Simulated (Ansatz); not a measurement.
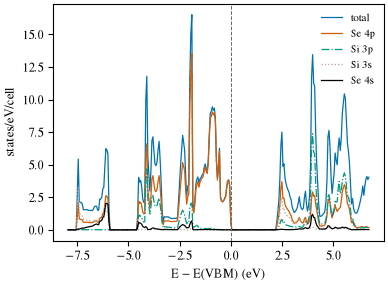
Fig. 1. Total and projected density of states of SiSe₂ in space group Ibam (No. 72; Se on 8j, Si on 4a), plane-wave PAW PBE (Ansatz code)

### Question
Which orbitals carry the states next to the gap?

### Answer
Top 1 eV of the valence band: Se 4p 97 %. Bottom 1 eV of the conduction band: Se 4p 48 %, Si 3s 33 %, Si 3p 12 %, outside the projected shells 7 %. Projections are on Löwdin-orthogonalised atomic valence shells; empty p or d shells of many metals are not among them.

### Question
Where is the tallest occupied peak in this window, and what makes it?

### Answer
Near -1.9 eV, about 17 states/eV per cell; the largest projected share is Se 4p.

Symmetry was held in the PBE relaxation. The volume lies over 15 % above that of the usual cell of this phase: another minimum, or an error of the functional. A crystal of weakly bound chains computed without a dispersion correction: the cell and the soft elastic constants depend strongly on that. Scalar-relativistic: spin–orbit coupling is off unless named, which matters more the heavier the elements.

Potentials: the later of the program's two PAW sets.
